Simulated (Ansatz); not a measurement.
# OS₃W (charge −2): what the fields show

| atom | x (Å) | y (Å) | z (Å) |
| --- | --- | --- | --- |
| W | 0.0003 | -0.0006 | 0.0700 |
| O | 0.0087 | -0.0157 | 1.8058 |
| S | 2.1303 | 0.0101 | -0.6355 |
| S | -1.0737 | 1.8506 | -0.6041 |
| S | -1.0657 | -1.8444 | -0.6362 |

Geometry: PBE0-D4/def2-SVPD; core potentials replace the inner electrons of W; the highest occupied orbital lies above zero, a sign that basis and functional describe the outermost electron poorly.

Method: Ansatz, RKS PBE0-D4/def2-TZVPD.

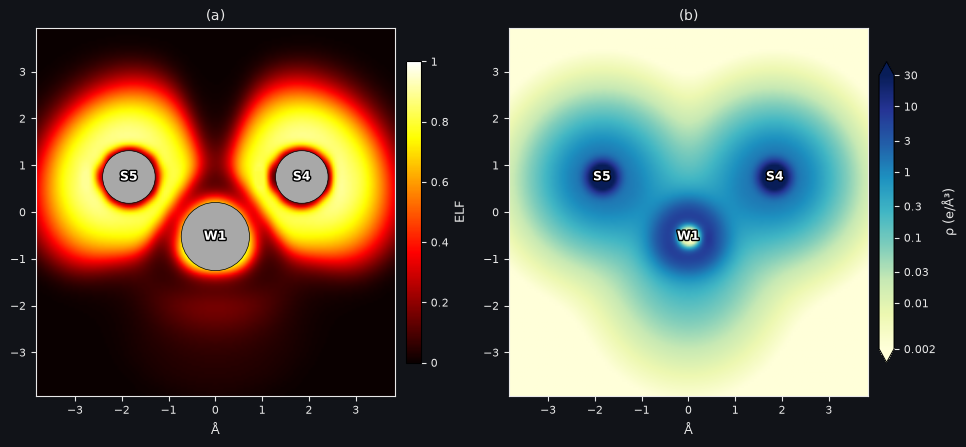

Figure 1. (a) ELF; (b) electron density on the plane of atoms S4, W1 and S5. Grey discs cover the atomic cores in the ELF map.

Q: Read the bonding off the picture.

A: The section cuts through W and S sites.
W–S (2.24 Å): the density is about 0.85 e/Å³ at the midpoint; the ELF peaks at about 0.80 in the valence shell of S, 0.8 Å from its nucleus, and is about 0.50 at the midpoint.

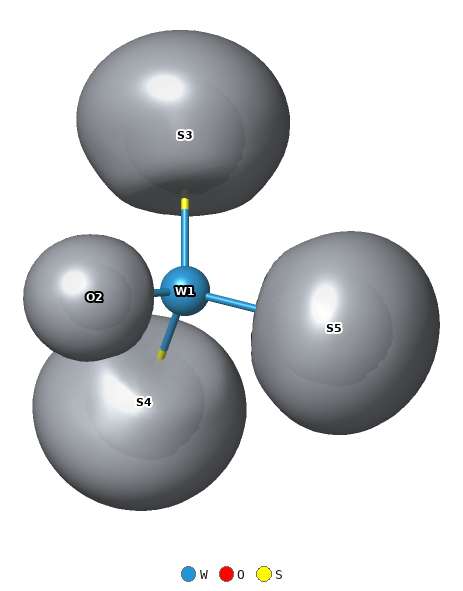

Figure 2. Isosurface of the ELF at 0.75 (grey), seen at an oblique angle. Core shells and regions of very low density are left out.

Q: What do the ELF domains correspond to?

A: At this value the surface marks out three rings or bowls of non-bonding electrons around S and one region wrapped around O (its valence shell).


W–O (1.74 Å): the ELF peaks at about 0.80 in the valence shell of O, 0.5 Å from its nucleus, and drops to about 0.35 between the two atoms.

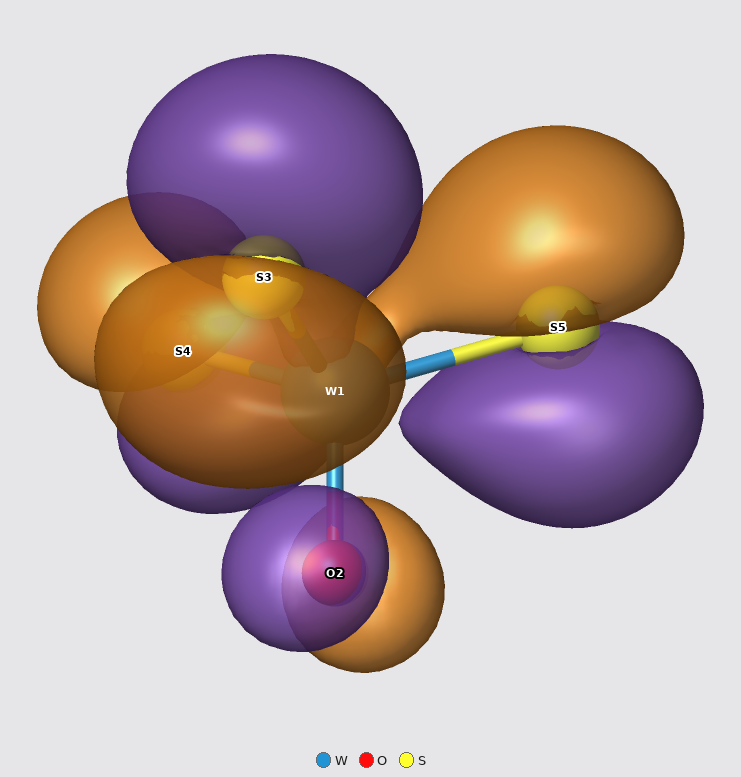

Figure 3. The HOMO−1 at ±0.06 Å⁻³ᐟ² (orange and purple are the two phases), seen from one side.

Q: Describe this orbital and give its energy.

A: It lies mainly on S3 (about 45 %), S5 (about 25 %), S4 (about 10 %), O2 (about 10 %) and W1 (about 10 %); largely a combination of lone pairs on S3, S5, S4 and O2. It is one of a degenerate set, so its orientation is arbitrary. Its energy is 1.73 eV.
